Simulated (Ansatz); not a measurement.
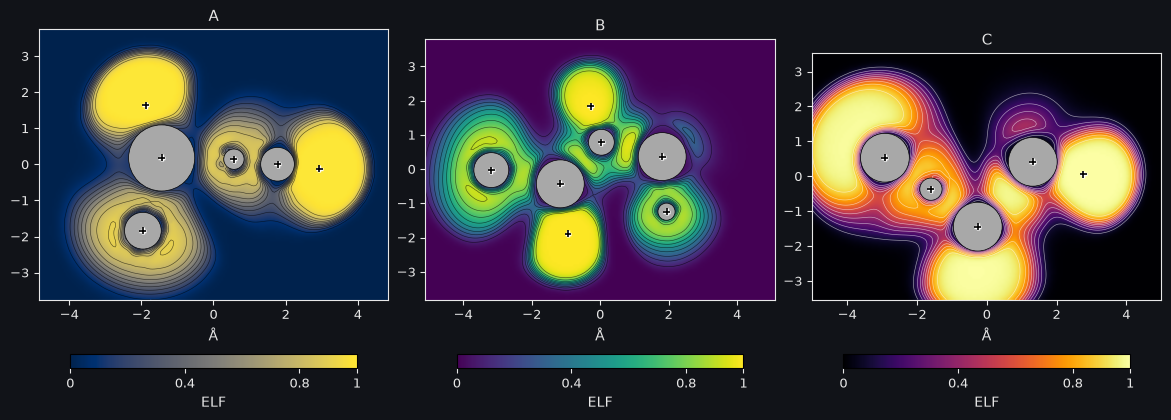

The electron localisation function of 3 systems, each on a plane through atoms (crosses mark nuclei in the plane; grey discs cover the cores).

The calculation used isolated molecule in a Gaussian basis; Kohn-Sham density functional theory, functional PBE0 in Ansatz.

System 1: BClGaH2O (SMILES [BH+][O][GaH][Cl]) (charge +1), the molecular plane. Geometry: B3LYP-D3(BJ)/6-311G**.

```xyz
6

B    -1.7312    1.7603   -1.6998
Cl    2.3672    2.4193   -1.9996
Ga    1.1299    2.2899   -0.3299
O    -0.6827    1.9580   -1.1156
H    -2.7402    1.5704   -2.2545
H     0.9848    2.3323    1.1836
```

System 2: H3NSi3, the plane of atoms Si3, Si2 and H5. Geometry: B3LYP-D3(BJ)/def2-SVP.

```xyz
7

N     2.3608    2.0140   -0.7263
Si    0.7844   -0.5287   -1.1508
Si    2.7885    0.7133   -1.7644
Si    2.0633    3.2786    0.2036
H     0.6021   -1.8636   -1.8050
H    -0.4117    0.3132   -1.4792
H     0.7959   -0.7401    0.3333
```

System 3: CH3ClF2Si2 (SMILES F[SiH](F)/C=[SiH]\Cl), the plane of atoms Si5, C1 and H8. Geometry: B3LYP/6-31G*.

```
atom    x (Å)    y (Å)    z (Å)
   C  -1.1586  -0.6796   0.9078
  Cl   1.3065   0.4677   2.8036
   F  -0.5968  -1.4796  -1.6930
   F  -2.9125  -0.3928  -1.3212
  Si  -1.8206  -1.3645  -0.6475
  Si   0.4922  -0.2825   1.0741
   H  -2.4614  -2.6912  -0.5237
   H  -1.8288  -0.5218   1.7515
   H   1.5370  -0.4370   0.0511
```

**Match each panel to its system.**

Panel A is system 1, BClGaH2O: the plane holds B, Cl, Ga, O and H. B–O (1.22 Å): the ELF peaks at about 0.85 between the atoms, as expected for a polar covalent bond. Panel B is system 3, CH3ClF2Si2: the plane holds C, Cl, F, Si and H. Si–F (1.61 Å): the ELF peaks at about 0.85 in the valence shell of F, 0.6 Å from its nucleus, and is about 0.45 at the midpoint. Panel C is system 2, H3NSi3: the plane holds N, Si and H. Si–N (1.60 Å): the ELF peaks at about 0.85 between the atoms; a short, strongly polar bond.
